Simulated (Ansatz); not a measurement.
```yaml
atoms:
  - { symbol: H, position_ang: [0.0198, -0.2434, -2.5251] }
  - { symbol: H, position_ang: [-0.5611, -0.2680, -2.9933] }
  - { symbol: Si, position_ang: [0.4152, 0.3086, 0.8966] }
  - { symbol: O, position_ang: [-0.8080, -0.5932, 1.5329] }
  - { symbol: H, position_ang: [-0.1006, 1.4937, 0.1578] }
  - { symbol: H, position_ang: [1.2364, 0.7488, 2.0469] }
  - { symbol: H, position_ang: [1.2524, -0.4858, -0.0448] }
  - { symbol: H, position_ang: [-1.4540, -0.9607, 0.9291] }
```

Geometry: PBE0-D4/def2-TZVP.

All numbers below come from RKS PBE0-D4/def2-TZVPPD in Ansatz 0.2.0.

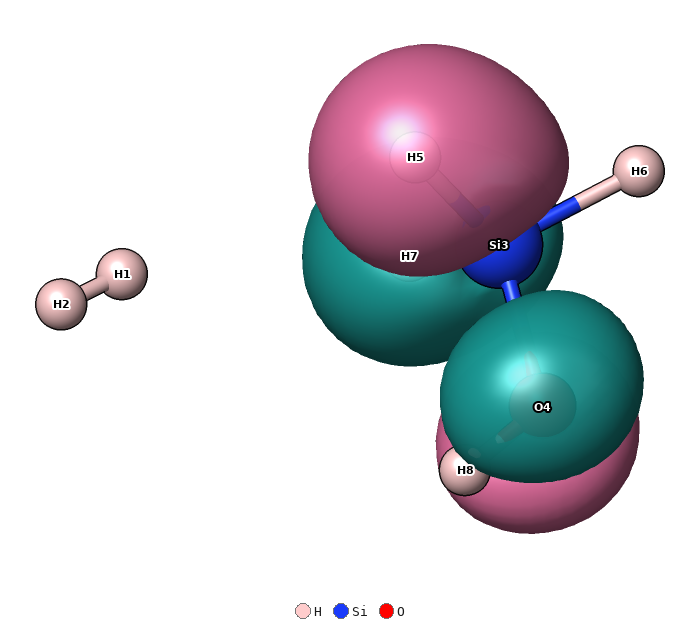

H$_{2}$···H$_{4}$OSi (SMILES [H][H].[SiH3]O). The HOMO at ±0.1 Å⁻³ᐟ² (teal and pink are the two phases), seen at a tilt.

Question: What is the character of this orbital?

Answer: By Hirshfeld shares it lies mainly on O4 (about 40 %), Si3 (about 25 %), H7 (about 15 %) and H5 (about 15 %). Its energy is −8.78 eV.
